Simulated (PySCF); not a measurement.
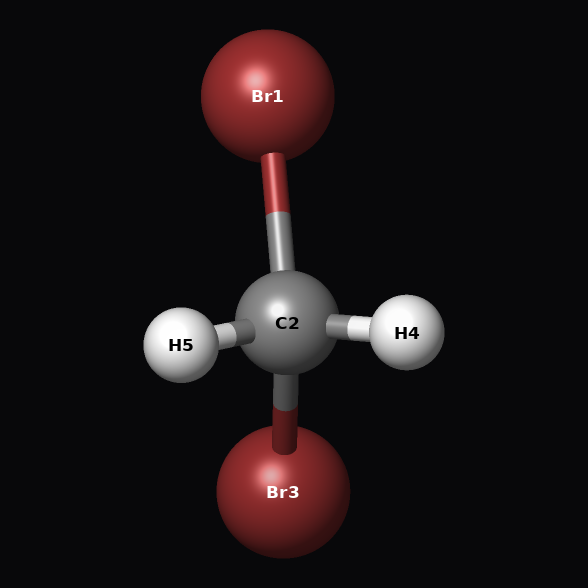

The geometry was computed by an optimisation with GFN2-xTB. No frequency run is at hand to confirm it as a minimum. Level of theory: B3LYP/pcJ-1 (pcSseg-1 on Br) indirect spin-spin coupling, non-relativistic, gas phase (PySCF 2.14.0). Isotopes: 13C, 1H.

Give the spin–spin coupling constants of these pairs, with the number of bonds between them: C2/H5, C2/H4, H4/H5.

```tsv
pair	bonds apart	J (Hz)
C2, H5	1	187.8
C2, H4	1	188.0
H4, H5	2	−5.1
```

The geometry is semi-empirical. Around Br such bond lengths and angles can be off by a tenth of an ångström or more and by several degrees, and values that hang on the shape move with them.
